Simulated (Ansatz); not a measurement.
## Fields on a plane of CaTiO3 (cubic perovskite)

```
CaTiO3
1.0
    3.80438     0.00000     0.00000
    0.00000     3.80438     0.00000
    0.00000     0.00000     3.80438
Ca Ti O
1 1 3
Direct
  0.00000   0.00000   0.00000
  0.50000   0.50000   0.50000
  0.00000   0.50000   0.50000
  0.50000   0.50000   0.00000
  0.50000   0.00000   0.50000
```

The slice is a {210} plane (indices of the conventional cell) through the point (0.500, 0.500, 0.000) (fractional), spanned by u = [100] and v = [021] in vectors of this cell: u (3.80 Å) and v (8.51 Å, at 90° to u). It covers one period; positions are fractions (u, v).

Atoms on it: Ti at (0.00, 0.50); O at (0.50, 0.50); O at (0.00, 0.00). Other atoms lie within 1 Å of the plane.

Computed with LDA (plane waves to 420 eV, PAW, scalar-relativistic; Ansatz, an electronic-structure program). k mesh 9×9×9. Near the nuclei the fields are pseudised (PAW); where an atom keeps semicore shells as valence, they peak there. CaTiO3 is run without spin polarisation. CaTiO3 was relaxed with its symmetry unable to fall. The PAW data are Ansatz's earlier set. This is a high-temperature form of CaTiO3.

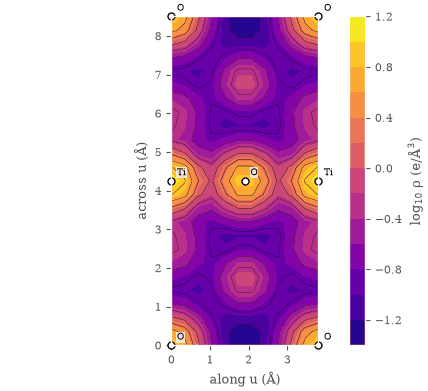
Figure. Log₁₀ of the valence density in e/Å³, one period of the plane, atoms marked. The scale is logarithmic, as a density can span decades between atoms and voids.

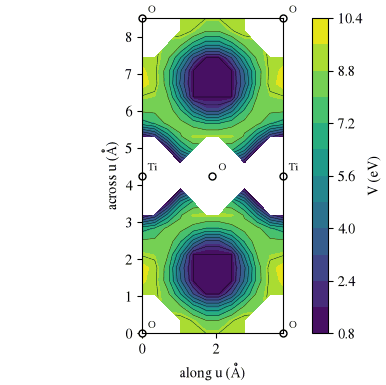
Fig. 1. Electrostatic potential energy of an electron, from the cell's mean, in eV, one period of the plane, atoms marked. Points within 0.8 Å of a nucleus are left white, as the pseudised field means little there. Values under 1 eV are set to 1. The zero, the cell's mean, hangs on the PAW cores.
